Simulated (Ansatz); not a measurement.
Stretching the O2–H3 bond in HLiO (SMILES [Li][OH]) (multiplicity 1 held, fragments rigid). Energies count from the point at 0.951 Å.
Geometry at that point (charge 0, multiplicity 1):
```xyz
3

Li     0.00000     0.00000    -1.25873
O      0.00000     0.00000     0.31387
H      0.00000     0.00000     1.26522
```

R- and RO- levels are restricted; in cc, def2 and unpolarised 6-31G sets they are followed outwards from rest.

Frozen-core correlation.

Codes used: Ansatz (an electronic-structure program) with Gaussian orbitals. Values without a source in brackets are computed.

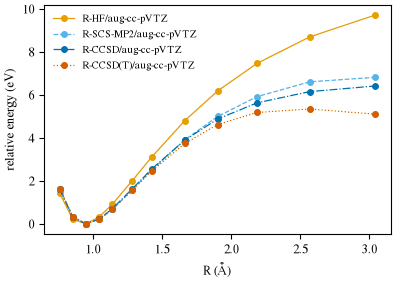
Relative energy along the coordinate

Problem. Read off the R-HF/aug-cc-pVTZ curve at R = 1.665.

Solution. about 4.8 eV

Doubts at one or more of the structures used: a restricted determinant that unrestricted orbitals would lower (R-HF/aug-cc-pVTZ, R-SCS-MP2/aug-cc-pVTZ, R-CCSD/aug-cc-pVTZ, R-CCSD(T)/aug-cc-pVTZ); other coupled-cluster roots lie near (R-CCSD/aug-cc-pVTZ, R-CCSD(T)/aug-cc-pVTZ); T1 above 0.05 (R-CCSD/aug-cc-pVTZ, R-CCSD(T)/aug-cc-pVTZ).
